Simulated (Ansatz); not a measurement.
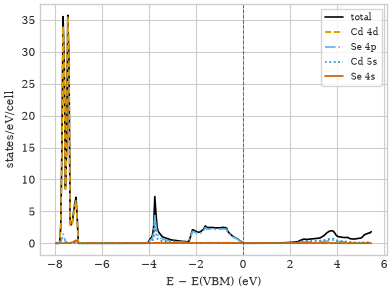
Total and projected density of states of CdSe (zinc blende, F-43m), DFT-PBE in the program Ansatz with PAW potentials

**Question.** Which orbitals carry the states next to the gap?

**Answer.** Top 1 eV of the valence band: Se 4p 91 %. Bottom 1 eV of the conduction band: Cd 5s 55 %, Se 4p 28 %, Se 4s 15 %. Projections are on Löwdin-orthogonalised atomic valence shells; empty p or d shells of many metals are not among them.

**Question.** Where is the tallest occupied peak in this window, and what makes it?

**Answer.** Near -7.4 eV, about 36 states/eV per cell; the largest projected share is Cd 4d.

The cell was relaxed with PBE under the symmetry of its start; phonons on a q-mesh show no instability. Scalar-relativistic: spin–orbit coupling is off unless named, which matters more the heavier the elements.

Potentials: the later of the program's two PAW sets.
